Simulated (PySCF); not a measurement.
## NMR shielding calculation of C4H8BCl2N

The run: NMR shielding calculation of C4H8BCl2N. Method and program: GIAO PBE0/pcSseg-1 NMR shielding, non-relativistic, gas phase (PySCF 2.14.0).

The geometry comes from this level: GFN2-xTB. Figures and captions count atoms from 1; the log counts them from 0 in places.

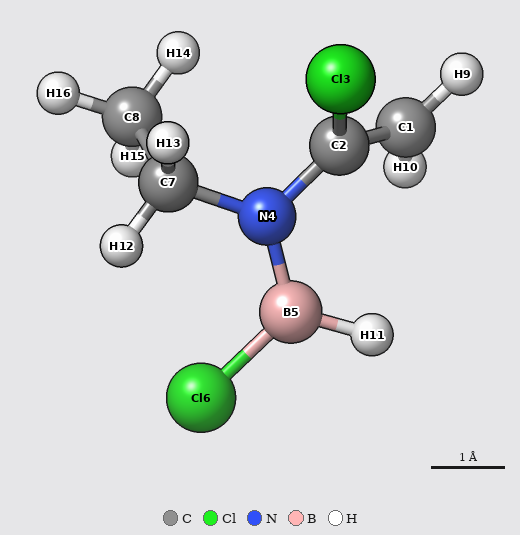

Figure 1. The structure as given in the input (ball-and-stick view, seen on its broad side; atoms are numbered from 1 in the order of the input). Bond lengths as drawn: B–Cl 1.72 Å, B–H 1.17 Å, B–N 1.40 Å, C–C 1.32 to 1.52 Å, C–Cl 1.75 Å, C–H 1.07 to 1.09 Å and C–N 1.40 to 1.46 Å.

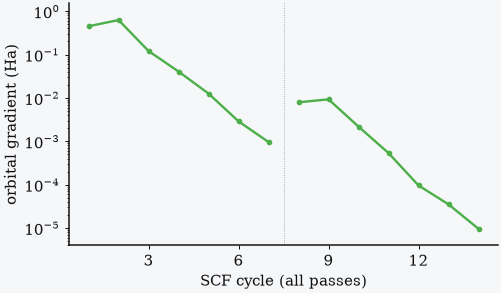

Figure 2. Convergence of the self-consistent field: orbital gradient against the SCF cycle. The dotted line marks the change from a coarse to the final integration grid. The first 7 cycles use a coarse grid, the final grid takes over at cycle 8, and the field converges after 14 cycles in all.

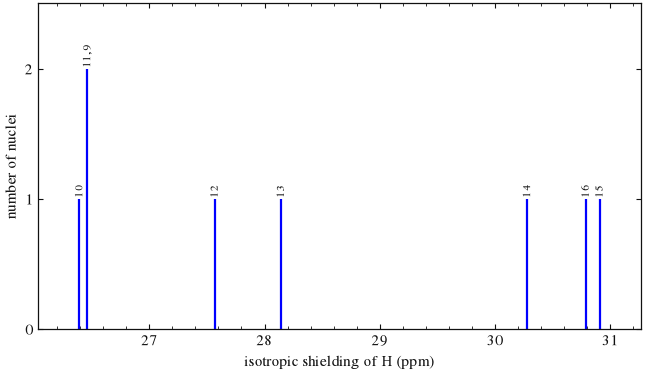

Figure 3. Isotropic shieldings of the hydrogen nuclei in this fixed geometry, labelled by atom number; shielding grows to the right, so chemical shift grows to the left. The least shielded is H10 (26.4 ppm), the most shielded H15 (30.9 ppm).

The input and output of the run follow.

**Input**
```
{"job": {"kind": "nmr", "xc": "PBE0", "basis": "pcSseg-1", "pop": false}, "charge": 0, "multiplicity": 1}
C      0.309154    -2.205964     0.447841
C      0.619286    -1.151951    -0.289304
Cl     1.117190    -1.379949    -1.946228
N      0.620569     0.173137     0.148383
B      1.281302     0.526830     1.328364
Cl     1.212089     2.140706     1.907997
C     -0.125271     1.108402    -0.691355
C     -1.625140     0.854042    -0.589356
H      0.378845    -3.205299     0.061443
H     -0.017438    -2.080032     1.463385
H      1.896947    -0.269102     1.924498
H      0.106687     2.119197    -0.355585
H      0.203381     0.998321    -1.728305
H     -1.867062    -0.151421    -0.927174
H     -1.955678     0.963544     0.440831
H     -2.162460     1.568483    -1.206845
```

The first line tells a small driver script what to run in PySCF; the rest is the geometry in Å.

Launch command:
```bash
OMP_NUM_THREADS=1 python <driver script> task.json out
```

**What the program printed**
```
coarse grid: 14704 points
cycle   1  E = -1156.5440718334  dE =  1.050e+00  |g| = 4.499e-01  |ddm| = 3.589e+00
cycle   2  E = -1156.5027150451  dE =  4.136e-02  |g| = 6.244e-01  |ddm| = 8.255e-01
cycle   3  E = -1156.5913626338  dE = -8.865e-02  |g| = 1.204e-01  |ddm| = 5.546e-01
cycle   4  E = -1156.5947445854  dE = -3.382e-03  |g| = 4.051e-02  |ddm| = 1.413e-01
cycle   5  E = -1156.5950817768  dE = -3.372e-04  |g| = 1.258e-02  |ddm| = 3.653e-02
cycle   6  E = -1156.5951147041  dE = -3.293e-05  |g| = 2.878e-03  |ddm| = 1.178e-02
cycle   7  E = -1156.5951162134  dE = -1.509e-06  |g| = 9.581e-04  |ddm| = 2.659e-03
final grid: 133504 points
cycle   8  E = -1156.6377606029  dE = -4.820e-05  |g| = 7.927e-03  |ddm| = 2.857e-02
cycle   9  E = -1156.6377534880  dE =  7.115e-06  |g| = 9.259e-03  |ddm| = 1.488e-02
cycle  10  E = -1156.6377741591  dE = -2.067e-05  |g| = 2.176e-03  |ddm| = 9.679e-03
cycle  11  E = -1156.6377751233  dE = -9.641e-07  |g| = 5.355e-04  |ddm| = 2.062e-03
cycle  12  E = -1156.6377751887  dE = -6.544e-08  |g| = 9.568e-05  |ddm| = 4.831e-04
cycle  13  E = -1156.6377751908  dE = -2.097e-09  |g| = 3.511e-05  |ddm| = 1.280e-04
cycle  14  E = -1156.6377751911  dE = -2.919e-10  |g| = 9.583e-06  |ddm| = 3.205e-05
converged SCF energy = -1156.6377751911

GIAO shielding tensors (ppm)
atom      isotropic    diamagn.    paramagn.     s11        s22        s33       span
  0 C       72.441     252.877    -180.436    -23.246     95.183    145.386    168.632
  1 C       30.245     251.211    -220.966    -71.234     76.115     85.854    157.088
  2 Cl     700.000    1146.409    -446.409    475.504    615.115   1009.380    533.875
  3 N       87.560     327.409    -239.849    -25.862    118.712    169.831    195.694
  4 B       66.611     195.381    -128.770     45.035     55.987     98.810     53.775
  5 Cl     821.465    1149.536    -328.071    581.660    869.195   1013.540    431.880
  6 C      143.551     246.394    -102.844    119.912    141.745    168.995     49.083
  7 C      171.043     248.285     -77.242    153.787    172.758    186.584     32.797
  8 H       26.478      29.385      -2.907     23.440     24.281     31.712      8.272
  9 H       26.393      31.856      -5.463     22.953     24.810     31.417      8.464
 10 H       26.446      29.915      -3.469     22.857     27.225     29.256      6.398
 11 H       27.569      31.171      -3.602     22.024     28.476     32.207     10.183
 12 H       28.144      30.248      -2.104     23.323     28.946     32.163      8.840
 13 H       30.282      30.344      -0.062     25.229     30.784     34.834      9.605
 14 H       30.911      30.679       0.232     26.633     29.576     36.524      9.892
 15 H       30.792      28.625       2.167     26.616     27.130     38.628     12.012
```

**Key numbers**

```json
{"quantity": "outcome", "value": "converged"}
{"quantity": "total energy", "value": "−1156.637775 hartree"}
{"quantity": "HOMO", "value": "−7.34 eV"}
{"quantity": "LUMO", "value": "−0.59 eV"}
{"quantity": "dipole moment", "value": "1.59 D"}
{"quantity": "isotropic shielding, C", "value": "30.2 to 171.0 ppm"}
{"quantity": "isotropic shielding, Cl", "value": "700.0 to 821.5 ppm"}
{"quantity": "isotropic shielding, N", "value": "87.6 ppm"}
{"quantity": "isotropic shielding, B", "value": "66.6 ppm"}
{"quantity": "isotropic shielding, H", "value": "26.4 to 30.9 ppm"}
{"quantity": "hardware", "value": "1 CPU thread, shared host"}
{"quantity": "wall time", "value": "26 s"}
{"quantity": "peak memory", "value": "0.86 GiB"}
```
